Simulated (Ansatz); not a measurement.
GeH$_{4}$

```tsv
atom	x (Å)	y (Å)	z (Å)
Ge	-0.2132	0.1677	1.9246
H	-0.2629	1.5596	1.2809
H	-0.3866	0.2998	3.4435
H	1.1395	-0.4887	1.6190
H	-1.3428	-0.6998	1.3540
```

Geometry: PBE0-D4/def2-TZVP.

The calculation used Ansatz 0.2.0, RKS PBE0-D4/def2-TZVPPD.

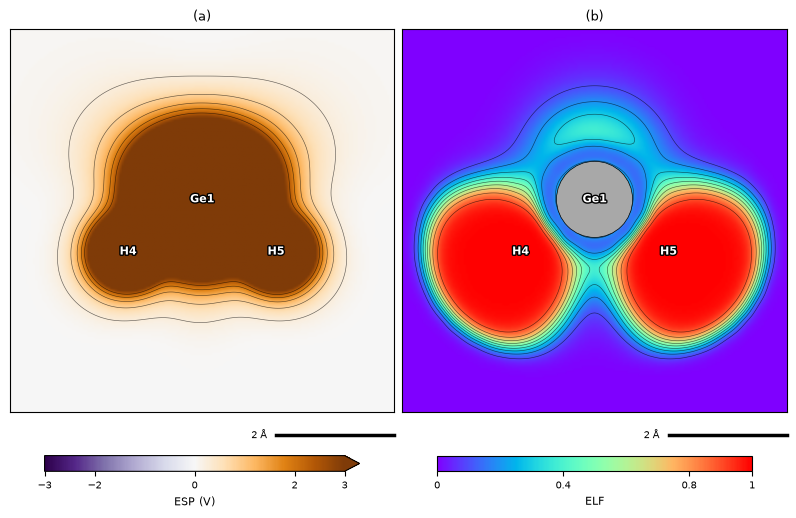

Figure 1. (a) molecular electrostatic potential; (b) ELF on the plane of atoms H4, Ge1 and H5. Grey discs cover the atomic cores in the ELF map.

Q: What does the map show?

A: Atoms in the plane: Ge and H. Ge–H (1.53 Å): the ELF climbs to about 1 towards the hydrogen. The potential has no marked negative region in this plane.

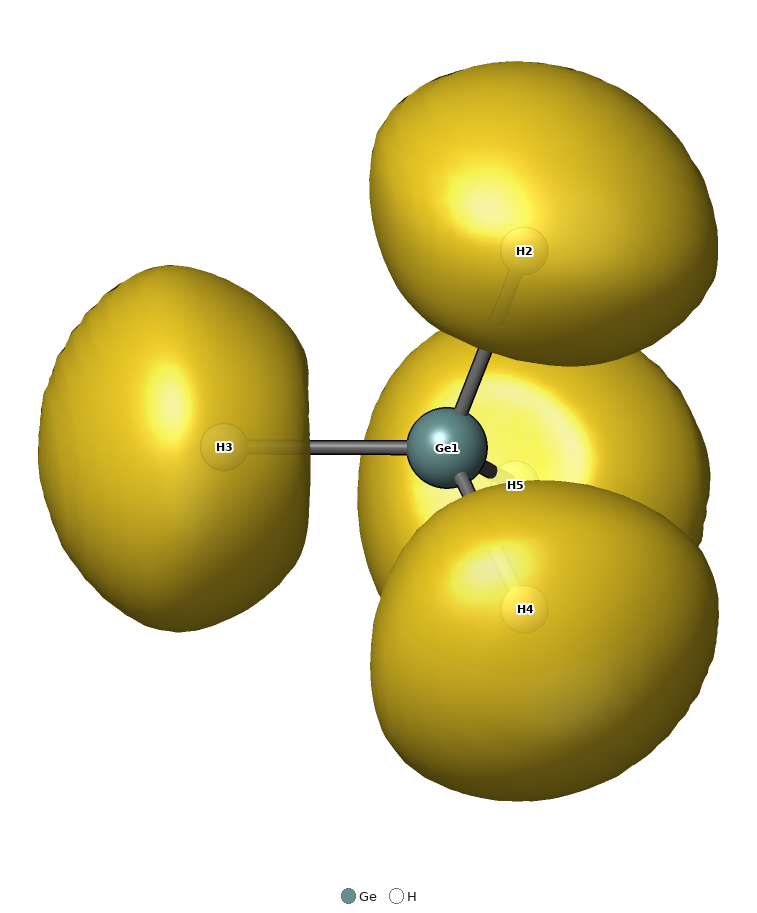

Figure 2. Isosurface of the ELF at 0.75 (yellow), seen at a tilt. Core shells and regions of very low density are left out.

Q: Where are the electrons localised?

A: The ELF exceeds this value in four regions around hydrogen nuclei.

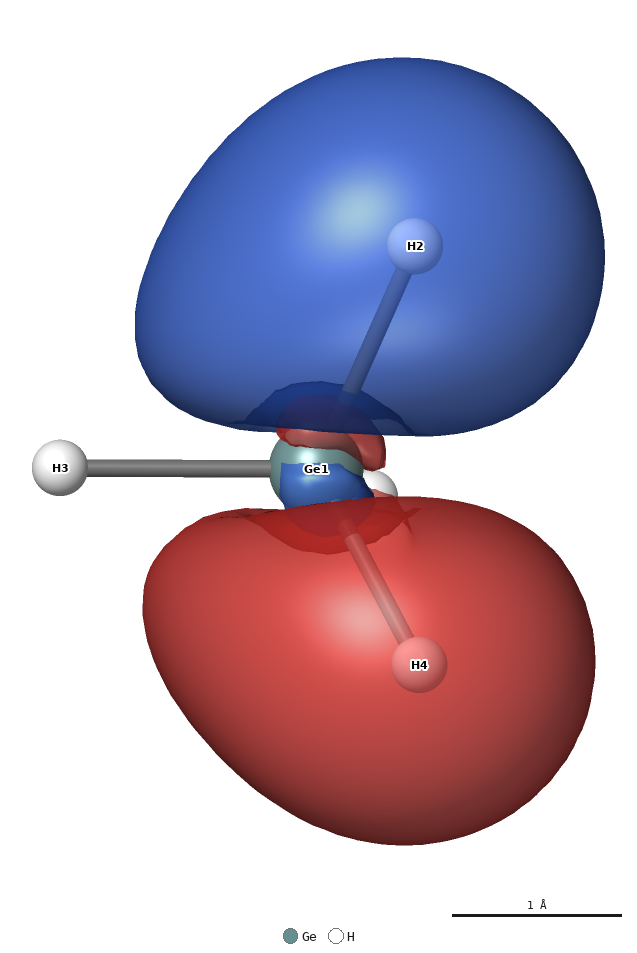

Figure 3. The HOMO at ±0.1 Å⁻³ᐟ² (red and blue are the two phases), seen at a tilt.

Q: Where does this orbital lie, and at what energy?

A: Its weight (Hirshfeld) is mainly on Ge1 (about 45 %), H2 (about 25 %) and H4 (about 25 %). It is one of a degenerate set, so its orientation is arbitrary. Its energy is −9.65 eV.
